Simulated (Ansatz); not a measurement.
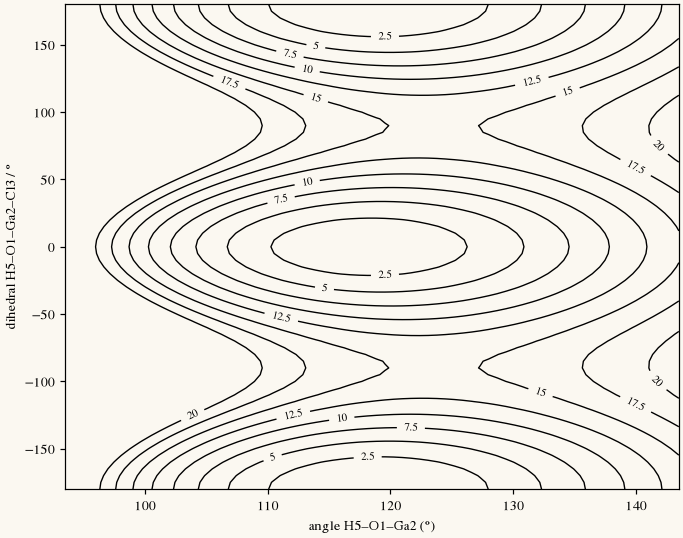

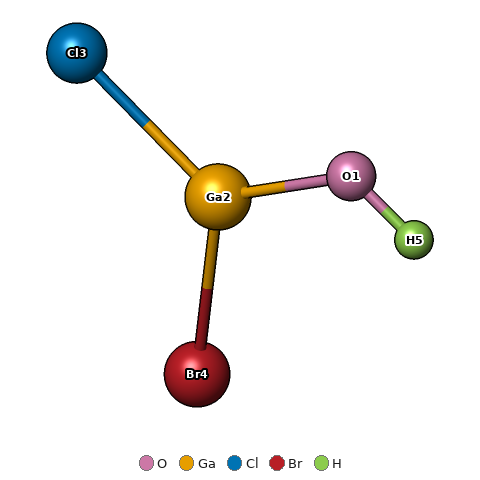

Energy landscape of BrClGaHO, SMILES [OH][Ga]([Cl])[Br]. Coordinates scanned: (1) angle H5–O1–Ga2; (2) dihedral H5–O1–Ga2–Cl3. Nothing is relaxed (all other coordinates rigid). The scan uses a 13 × 12 grid; 91 points were computed and 65 follow by symmetry. Energies are in kJ/mol, from the lowest grid point. Theory: RHF/def2-TZVP in Ansatz 0.2.0.

Drawn: contour lines labelled in kJ/mol (none above 20). Between grid points the surface is interpolated. The second picture is the structure at the lowest point.

Where are the wells?

The lowest grid point is at angle H5–O1–Ga2 = 118.5°, dihedral H5–O1–Ga2–Cl3 = −180°. There is a further well near angle H5–O1–Ga2 = 118.5°, dihedral H5–O1–Ga2–Cl3 = 0° (0.5 kJ/mol above the lowest at that grid point). The highest grid point, angle H5–O1–Ga2 = 93.5°, dihedral H5–O1–Ga2–Cl3 = −90°, lies 44.7 kJ/mol above the lowest. On the interpolated surface the easiest way out of the lowest well to the well at angle H5–O1–Ga2 = 118.5°, dihedral H5–O1–Ga2–Cl3 = 0° passes a barrier of about 15 kJ/mol. Round the minimum the two coordinates are nearly uncoupled.

Grid values (kJ/mol):

| dihedral H5–O1–Ga2–Cl3 ↓, angle H5–O1–Ga2 → | 93.5 | 97.7 | 101.9 | 106.0 | 110.2 | 114.4 | 118.5 | 122.7 | 126.9 | 131.0 | 135.2 | 139.4 | 143.5 |
| --- | --- | --- | --- | --- | --- | --- | --- | --- | --- | --- | --- | --- | --- |
| 150 | 30.8 | 22.0 | 15.1 | 10.1 | 6.6 | 4.5 | 3.7 | 4.0 | 5.2 | 7.0 | 9.5 | 12.4 | 15.5 |
| 120 | 40.1 | 31.2 | 24.2 | 19.0 | 15.1 | 12.6 | 11.3 | 11.0 | 11.6 | 12.8 | 14.6 | 16.8 | 19.2 |
| 90 | 44.7 | 35.8 | 28.8 | 23.5 | 19.5 | 16.8 | 15.3 | 14.7 | 15.0 | 15.9 | 17.3 | 19.2 | 21.3 |
| 60 | 39.8 | 31.0 | 24.1 | 18.9 | 15.2 | 12.8 | 11.6 | 11.4 | 12.0 | 13.2 | 15.1 | 17.3 | 19.7 |
| 30 | 30.1 | 21.5 | 14.8 | 10.0 | 6.7 | 4.8 | 4.2 | 4.6 | 5.8 | 7.8 | 10.3 | 13.3 | 16.4 |
| 0 | 25.3 | 16.7 | 10.2 | 5.6 | 2.5 | 0.9 | 0.5 | 1.2 | 2.8 | 5.1 | 8.0 | 11.3 | 14.7 |
| −30 | 30.1 | 21.5 | 14.8 | 10.0 | 6.7 | 4.8 | 4.2 | 4.6 | 5.8 | 7.8 | 10.3 | 13.3 | 16.4 |
| −60 | 39.8 | 31.0 | 24.1 | 18.9 | 15.2 | 12.8 | 11.6 | 11.4 | 12.0 | 13.2 | 15.1 | 17.3 | 19.7 |
| −90 | 44.7 | 35.8 | 28.8 | 23.5 | 19.5 | 16.8 | 15.3 | 14.7 | 15.0 | 15.9 | 17.3 | 19.2 | 21.3 |
| −120 | 40.1 | 31.2 | 24.2 | 19.0 | 15.1 | 12.6 | 11.3 | 11.0 | 11.6 | 12.8 | 14.6 | 16.8 | 19.2 |
| −150 | 30.8 | 22.0 | 15.1 | 10.1 | 6.6 | 4.5 | 3.7 | 4.0 | 5.2 | 7.0 | 9.5 | 12.4 | 15.5 |
| −180 | 26.2 | 17.3 | 10.6 | 5.7 | 2.4 | 0.6 | 0.0 | 0.5 | 2.0 | 4.2 | 7.0 | 10.2 | 13.7 |

Each point was launched as `ansatz run input.yaml --threads 1 --pin off --max-ram 2560MiB --backend cpu --events-out ev --progress --plain --runs-dir out`. Time for the 91 points that were run: 16 min on 1 thread of Arm Neoverse V2, with other jobs on the host.
